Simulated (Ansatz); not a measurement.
The starting structures come from a database of crystals and need not be the phases stable at ambient conditions.

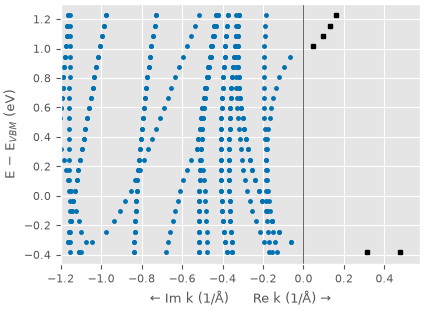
Fig. 1. Complex bands at the centre of the two-dimensional zone; r2SCAN (Ansatz, an electronic-structure program)

The gap is the functional's own. No spin-orbit coupling. Mid-gap values are interpolated on the energy grid.

Question: This is ScAgSe2 (P-3m1, not sure to be the ambient phase, 4 atoms a cell, 21.8 Å³ an atom) along the normal of (111). Read off the slowest decay at the centre of the two-dimensional zone at 0.53 eV, the computed energy nearest the middle of the gap.

Answer: κ ≈ 0.17 1/Å, a decay length 1/(2κ) of the density of 3.0 Å.
